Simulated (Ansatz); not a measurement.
## Breaking a bond in H2O+ (SMILES [OH2+])

The species is H2O+ (3 atoms), meant as a doublet with charge +1. As SMILES, `[OH2+]`. Geometry: relaxed at GFN2-xTB.

```xyz
3

O    -0.2577    0.1704   -0.1197
H     0.4900    0.6583    0.3406
H    -0.2323   -0.8287   -0.2209
```

The O1–H2 distance is scanned; the parts on either side stay rigid. Basis 6-31G(d), 1 core orbital frozen in the correlated methods; program Ansatz 0.2.0. FCI is exact within this basis and core. Energies in eV from each method's value at 1.005 Å; open shells run as named. The shape above is that at 1.005 Å.

| distance (Å) | UB3LYP | UBHLYP | U-r2SCAN0 | U-wB97X | UCCSDT | FCI |
| --- | --- | --- | --- | --- | --- | --- |
| 1.005 | 0.00 | 0.00 | 0.00 | 0.00 | 0.00 | 0.00 |
| 1.256 | 0.69 | 0.81 | 0.79 | 0.74 | 0.69 | 0.69 |
| 1.507 | 1.80 | 2.01 | 1.96 | 1.90 | 1.82 | 1.81 |
| 2.009 | 3.32 | 3.65 | 3.53 | 3.60 | 3.57 | 3.56 |
| 2.511 | 3.92 | 4.36 | 4.19 | 4.33 | 4.55 | 4.54 |

Departure from the FCI curve at its largest: UB3LYP -0.62 eV at 2.51 Å; UBHLYP +0.20 eV at 1.51 Å; U-r2SCAN0 -0.35 eV at 2.51 Å; U-wB97X -0.21 eV at 2.51 Å; UCCSDT +0.01 eV at 2.51 Å. For the functionals part of the departure is owed to the small basis.

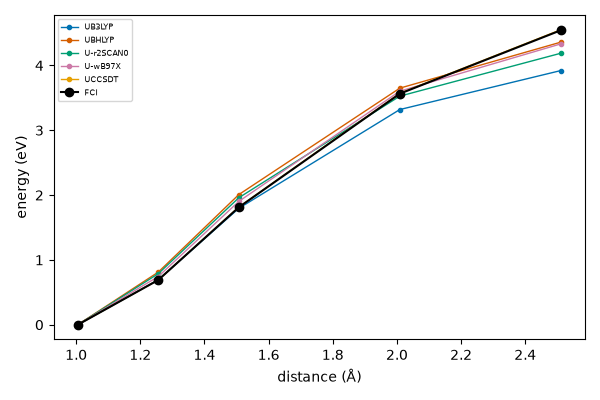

The curves of the table.
